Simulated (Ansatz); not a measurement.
WH$_{5}$ClF$_{2}$: several calculations on one system

Part 1: Relaxation

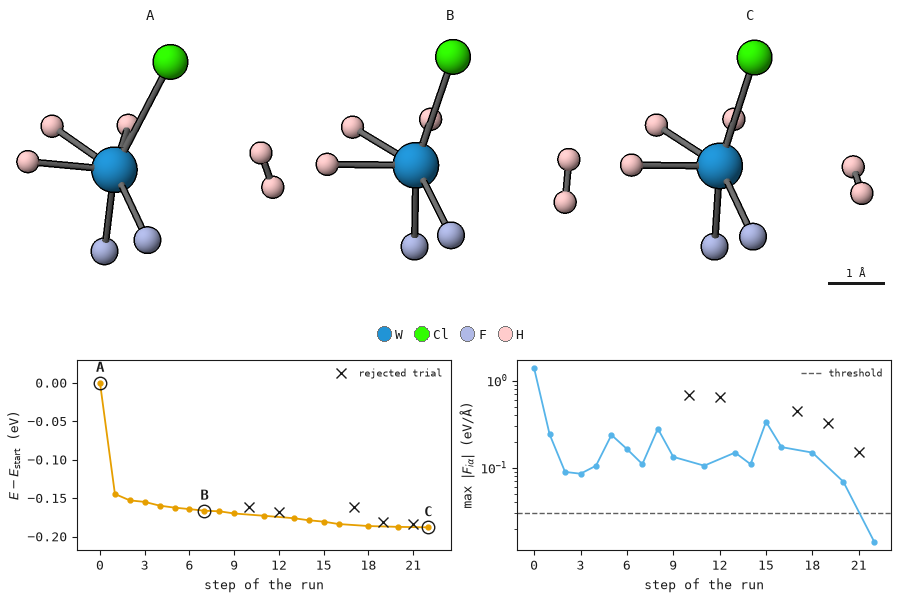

Frames of a relaxation of WH5ClF2, marked on the history of the run. A ball-and-stick model, seen face on.

The run prepares an end point of a later path (reaction) calculation, from a guessed geometry.

The calculation used RKS PBE-D4/def2-SVP in Ansatz. Settings: no spin polarisation; force threshold 0.03 eV/Å; at most 50 steps.

> Describe the path.

Over 17 accepted moves (22 points after the start) the energy falls by 0.188 eV. Largest force component: 1.4 eV/Å at the start, 0.014 eV/Å at the end. The line search rejected the trial steps at points 10, 12, 17, 19, 21 of the run. The largest move after the best rigid fit is that of an H atom, 0.64 Å. By element the largest moves are H 0.64 Å, Cl 0.32 Å, F 0.20 Å, W 0.12 Å. Some distances before and after: H–W 2.919 → 2.610 Å, H–W 2.658 → 2.554 Å, Cl–W 2.345 → 2.254 Å, H–H 0.725 → 0.775 Å. Bond angles that change, for instance: Cl–W–F 156.6° → 161.9°, Cl–W–H 100.5° → 96.1°, Cl–W–H 97.7° → 94.7°. From step 0 to 7: the Cl atom moves most (0.34 Å), energy −0.166 eV. From step 7 to 22: an H atom moves most (0.44 Å), energy −0.022 eV.

Limits of the set-up: the start holds two separate molecules, 2.6 Å apart at their closest, whose relative position is a soft coordinate.

Part 2: Relaxation

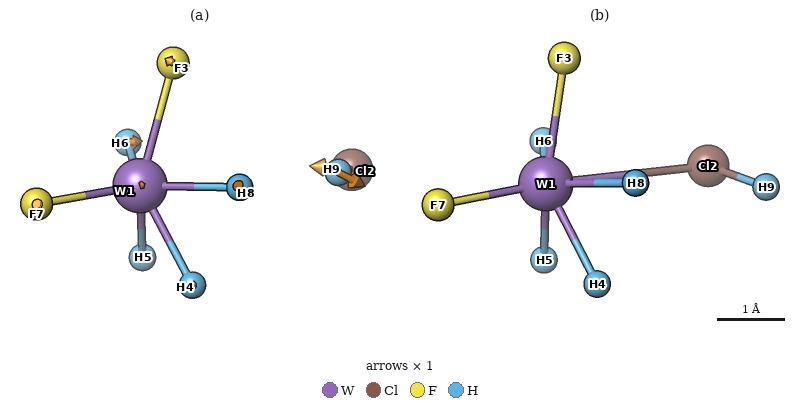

The structure of WH5ClF2 before (left) and after (right) a relaxation, at one scale. The orange arrows give the displacements, at their true length.

The picture is a ball-and-stick view, seen at a tilt.

The run prepares an end point of a later path (reaction) calculation, from a guessed geometry.

The calculation used RKS PBE-D4/def2-SVP in Ansatz 0.2.0.

The input:
```yaml
crystal:
  periodic: [false, false, false]
  atoms:
    - { symbol: W, position_ang: [0.249275, 0.140184, -0.494885] }
    - { symbol: Cl, position_ang: [0.312851, 0.283938, 3.084373] }
    - { symbol: F, position_ang: [1.945976, -0.650444, -0.022556] }
    - { symbol: H, position_ang: [-0.667868, 1.472095, 0.027035] }
    - { symbol: H, position_ang: [-1.338169, -0.039483, 0.085504] }
    - { symbol: H, position_ang: [-0.169512, -1.360234, 0.138548] }
    - { symbol: F, position_ang: [0.17458, 0.264246, -2.324349] }
    - { symbol: H, position_ang: [1.073949, 1.33448, 0.415138] }
    - { symbol: H, position_ang: [0.990419, 1.098619, 2.260393] }
basis:
  gaussian: { orbitals: def2-SVP }
hamiltonian:
  xc: pbe
  dispersion: d4
relax:
  f_tol: 0.03
  max_steps: 50
```

Run as
```bash
ansatz run input.yaml --threads 2 --pin off --max-ram 3072MiB --backend cpu --events-out ev --progress --plain --runs-dir out
```

What changed between the two?

After 10 accepted moves (11 points after the start) the energy has fallen by 23.0 kJ/mol. The largest force component goes from 0.78 to 0.019 eV/Å. The line search rejected the trial step at point 6 of the run. Cl2 moves most after the best rigid fit: 0.69 Å. By element the largest moves are Cl 0.69 Å, H 0.52 Å, F 0.16 Å, W 0.10 Å. Near-neighbour distances that change, for instance: W1–Cl2 3.583 → 2.822 Å, Cl2–H9 1.342 → 1.303 Å, W1–H8 1.713 → 1.686 Å, W1–H4 1.699 → 1.711 Å. New bonds form, among them: W1–Cl2 (3.58 → 2.82 Å). Bond angles that change, for instance: F3–W1–H5 133.9° → 141.2°, H5–W1–H8 110.0° → 117.3°, H5–W1–F7 108.0° → 101.1°.

Part 3: Path

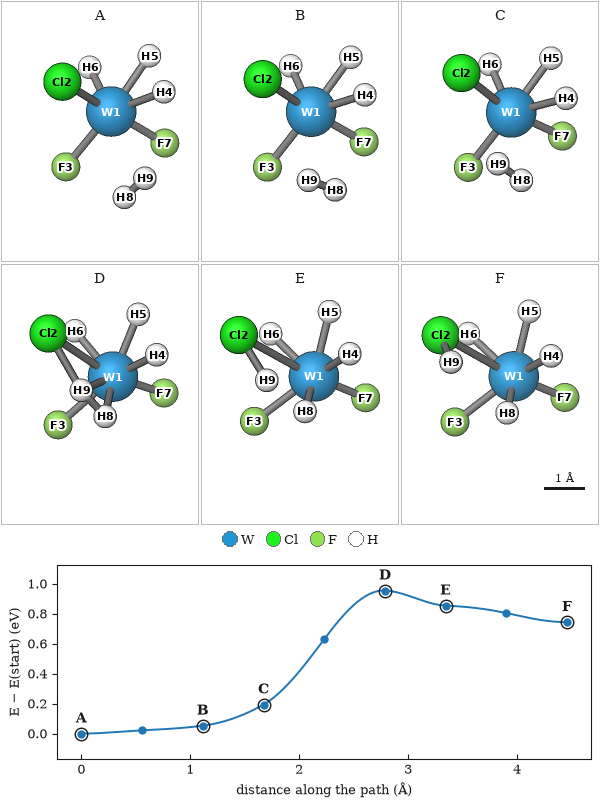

A search for the minimum-energy path of WH₅ClF₂, made up at the start of WH3ClF2 and H2 by the nudged elastic band. Images are numbered from 0 (start) to 8 (end). Frames A to F are images 0, 2, 3, 5, 6, 8. The picture is a ball-and-stick view, seen from a free direction.

Theory: RKS PBE-D4/def2-SVP (Ansatz). Set-up: 7 movable images; climbing image; force threshold 0.05 eV/Å; iteration limit 60; starting path through a guess of the saddle point.

**What happens along the path, and what is the barrier?**

The energy climbs by 0.95 eV to image 5 and then falls by 0.21 eV, so the end point sits at +0.74 eV. Breaking: H8–H9 (0.78 → 0.93 at the top → 2.46 Å). Forming: Cl2–H9 (3.23 → 1.67 at the top → 1.30 Å), W1–H8 (2.61 → 1.84 at the top → 1.69 Å). The band is converged. At the top, the vibrational analysis gives one imaginary mode (251i cm⁻¹), as a transition state must have.

Limits of the set-up: the start holds two separate molecules, 2.4 Å apart at their closest, whose relative position is a soft coordinate.

Cost: 2.1 min on 2 threads of Intel(R) Xeon(R) 6975P-C (Granite Rapids), with other jobs on the host, peak memory 0.17 GiB.
